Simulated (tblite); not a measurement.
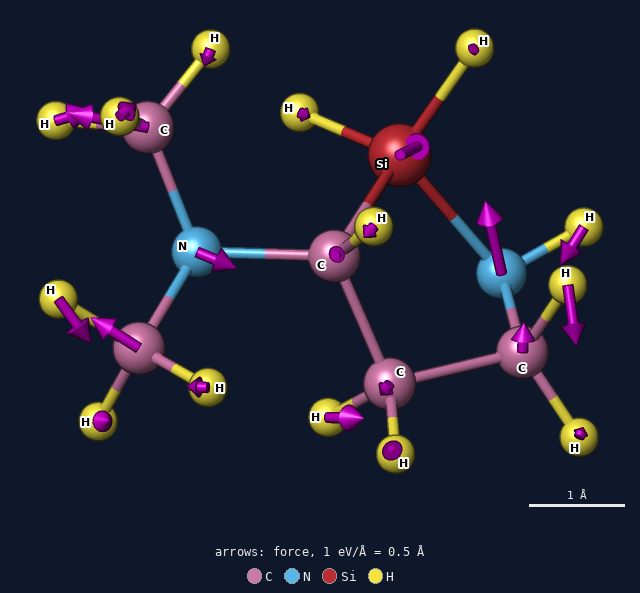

Starting geometry of C5H14N2Si with the computed forces as purple arrows. A ball-and-stick model, seen at a tilt.

The calculation used GFN2-xTB geometry optimisation, gas phase in tblite 0.8.0. 

Is this structure relaxed? If not, where do the atoms go?

Answer. It isn't relaxed: the largest force vector, on C atoms, is 1.77 eV/Å. The final displacements follow the starting forces only in part (cosine between the two patterns 0.32). After 106 geometry steps the energy has fallen by 22.6 kcal/mol. An H atom moves most after the best rigid fit: 0.83 Å. Largest moves by element: H 0.83 Å, N 0.48 Å, Si 0.16 Å, C 0.12 Å. Near-neighbour distances that change, for instance: N–Si 1.809 → 1.713 Å, C–H 1.126 → 1.090 Å, C–Si 1.882 → 1.914 Å, H–N 1.035 → 1.005 Å. Among the angles between lasting bonds that change: Si–N–H 106.7° → 126.1°, C–N–Si 97.8° → 114.6°, N–C–H 103.7° → 111.5°. Groups turn about C–N by about 45°, C–N by about 30°, C–C by about 30°.
